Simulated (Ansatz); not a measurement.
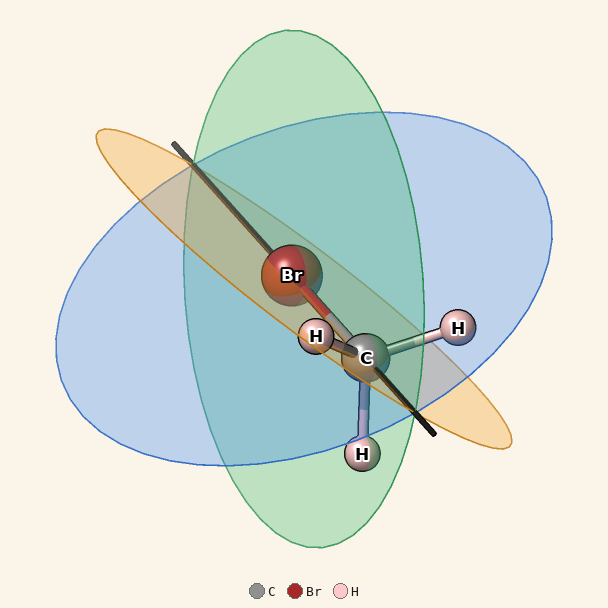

All proper rotation axes (lines) and mirror planes (discs) of the structure are drawn in. Distant atoms are faded towards the background colour. The computed structure is the end point of a PBE-D4/def2-SVP optimisation. No frequency run is at hand to confirm it as a minimum.

What is the order of each axis, and which point group results?

It has 1 C3 axis and 3 mirror planes. Point group C3v. The group has 6 operations. The geometry is achiral, and symmetry allows a dipole moment.
